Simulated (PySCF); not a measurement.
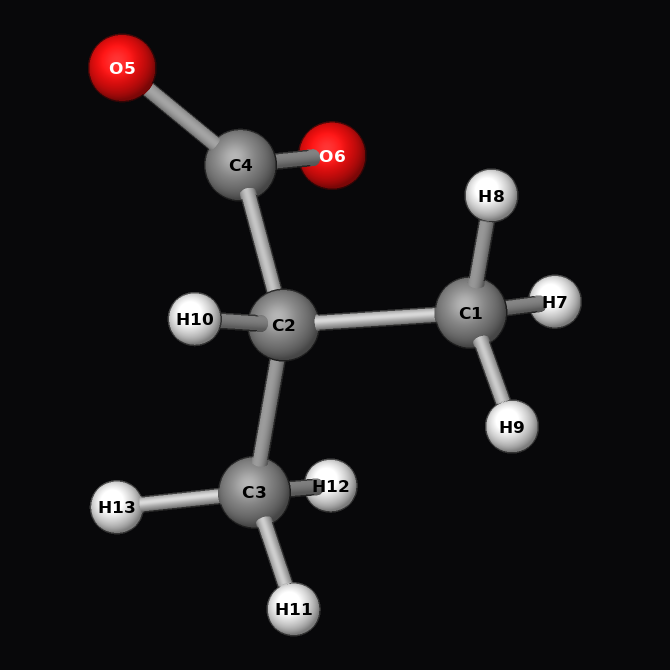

The questions are on isotropic NMR shieldings of the O atoms. The species has charge −1 and is a spin singlet. Computed geometry: PBE0-D3(BJ)/def2-SVP optimisation. No frequency run is at hand to confirm it as a minimum. Properties computed with GIAO PBE0/pcSseg-1 NMR shielding, non-relativistic, IEF-PCM tetrahydrofuran (PySCF 2.14.0).

Give the isotropic NMR shieldings of the O atoms atom by atom.

```json
{"atom": "O5", "σ (ppm)": "−3.7"}
{"atom": "O6", "σ (ppm)": "43.8"}
```
